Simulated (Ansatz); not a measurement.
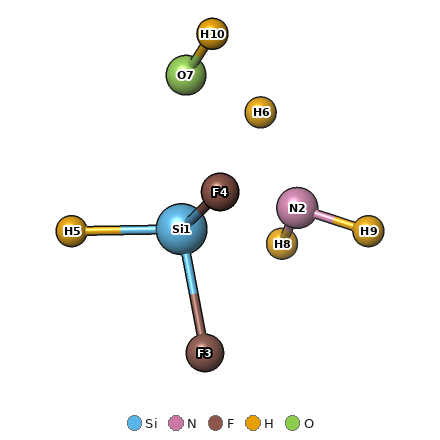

The system is the reacting system F₂H₅NOSi (fragments F₂H₃NSi + H₂O where the first distance is long, F₂H₂OSi + H₃N where the second is long); the picture shows the reference structure. First axis: distance N2–H6 (bond that forms). Second axis: distance H6–O7 (bond that breaks). Relaxed at each point: all other coordinates. The grid has 9 × 9 points. Points are written as (first, second). Energies: kcal/mol, counted from a guessed transition structure relaxed with its forming and breaking bonds held. Energies and slopes of some neighbouring points disagree (a jump in structure or state, or too coarse a mesh). The reference is spin-restricted, so regions where a bond is pulled apart into radicals lie too high. Level of theory: RKS B3LYP-D4/def2-SVP in Ansatz.

Its coordinates:

```xyz
10

Si   -0.8655   -0.2771   -0.2695
N     1.2530   -0.3012   -0.2478
F    -0.9841   -1.7669   -0.9346
F    -1.4974   -0.6238    1.1898
H    -1.5956    0.5234   -1.2607
H     0.9268    0.8488    0.3600
O    -0.1654    1.4815    0.5626
H     1.6837   -0.2815   -1.1733
H     1.6207   -1.1039    0.2652
H    -0.3762    1.5005    1.5084
```

Range: distance N2–H6 (bond that forms) from 0.918 to 2.118 Å; distance H6–O7 (bond that breaks) from 0.873 to 2.073 Å.

Predict the map.

Answer. The lowest grid point is at (1.007 Å, 2.073 Å), −37 kcal/mol from a guessed transition structure relaxed with its forming and breaking bonds held. It lies in a valley that leaves the map towards separated partners. The energy also falls towards the edge at (2.118 Å, 0.962 Å) (12 kcal/mol above the lowest), where a further well may lie outside the range. The highest grid point, (0.918 Å, 0.873 Å), lies 164 kcal/mol above the lowest.

```tsv
second ↓, first →	0.918	1.007	1.130	1.270	1.423	1.585	1.756	1.934	2.118
2.073	−30	−37	−32	−21	−3	17	35	51	65
1.889	−28	−35	−31	−21	−3	16	33	49	61
1.711	−25	−32	−29	−20	−4	14	30	43	50
1.540	−18	−27	−26	−19	−5	10	23	30	36
1.378	−7	−19	−20	−9	−3	4	9	13	15
1.225	11	−4	−11	−10	−9	−8	−6	−5	−4
1.085	39	18	3	−7	−14	−17	−19	−20	−20
0.962	81	51	23	2	−11	−19	−23	−25	−25
0.873	128	86	47	19	1	−9	−14	−17	−18
```

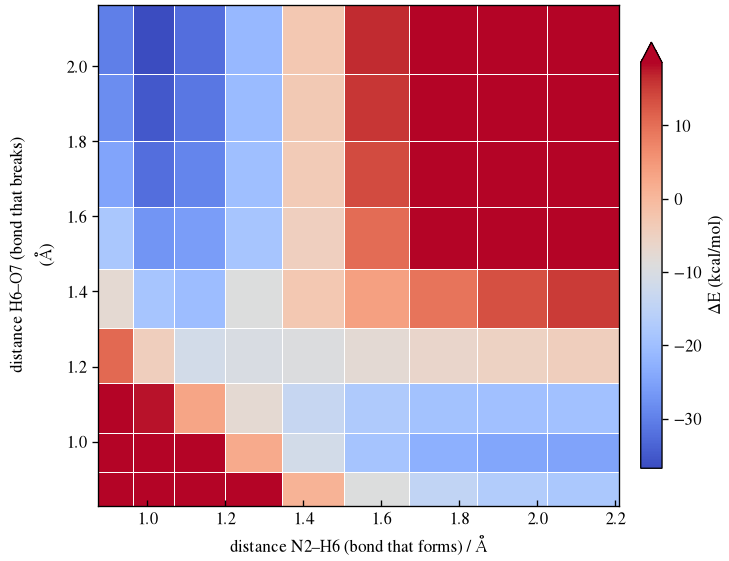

The picture shows one coloured cell a grid point, one colour for all values above the top of the scale.

The whole map (81 points run) took 48 min on 1 thread of Arm Neoverse V1, with other jobs on the host.
